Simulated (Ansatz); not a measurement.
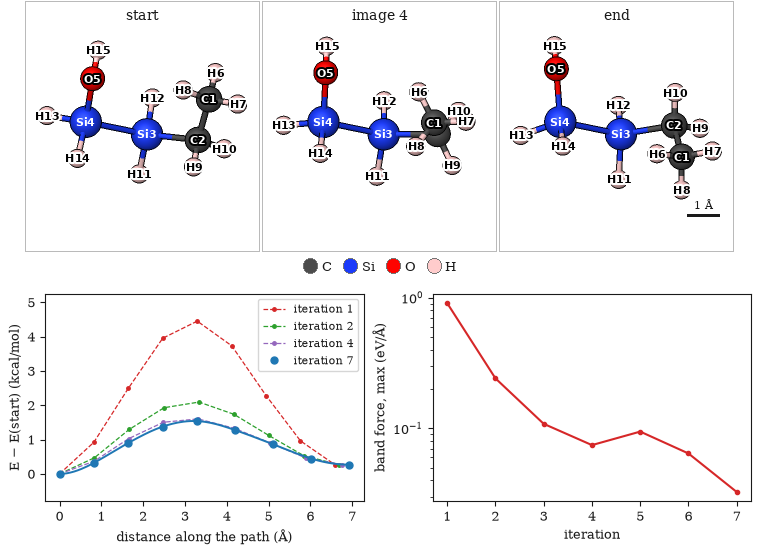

NEB run on C₂H₁₀OSi₂. Images are numbered from 0 (start) to 8 (end). The plot follows the band through its iterations. The picture is a ball-and-stick view, seen from a free direction.

Level of theory: Ansatz, RKS B3LYP/6-31G. Run with 7 movable images; climbing image; force threshold 0.05 eV/Å; iteration limit 16; starting path by image-dependent pair potential.

Did the band converge, and can the barrier be trusted?

Answer. The result is final at these settings. The band converged in 7 iterations. The largest component of the band force went from 0.91 to 0.033 eV/Å. The climbing image converged on the top of the path. Its vibrational analysis gives one imaginary mode (66i cm⁻¹), as a transition state must have. The first iteration put the highest image at 4.46 kcal/mol. The highest point, image 4, lies 1.54 kcal/mol above the start and 1.27 kcal/mol above the end; the end is at +0.27 kcal/mol relative to the start.

The run took roughly 5 core-minutes on a shared host.
